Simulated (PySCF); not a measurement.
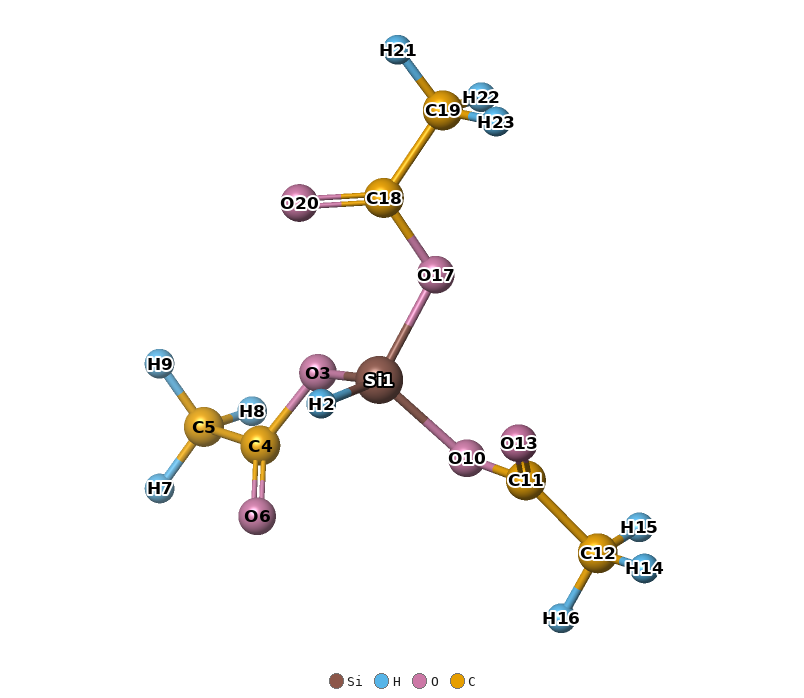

Computed geometry: PBE0-D3(BJ)/def2-SVP optimisation. No frequency run is at hand to confirm it as a minimum. Level of theory: delta-SCF UKS SCAN, pcX-2 on the ionised atom (unc-x2c-TZVPall on a metal), pcseg-1 elsewhere, spin-free X2C (PySCF 2.14.0).

Give the core-electron binding energies (to vacuum; p and d levels without spin–orbit splitting) of Si1 1s, Si1 2p, O3 1s, C4 1s, C5 1s, O6 1s.

```csv
atom,level,binding energy (eV)
Si1,1s,1849.1
Si1,2p,109.1
O3,1s,539.1
C4,1s,294.9
C5,1s,291.5
O6,1s,537.9
```
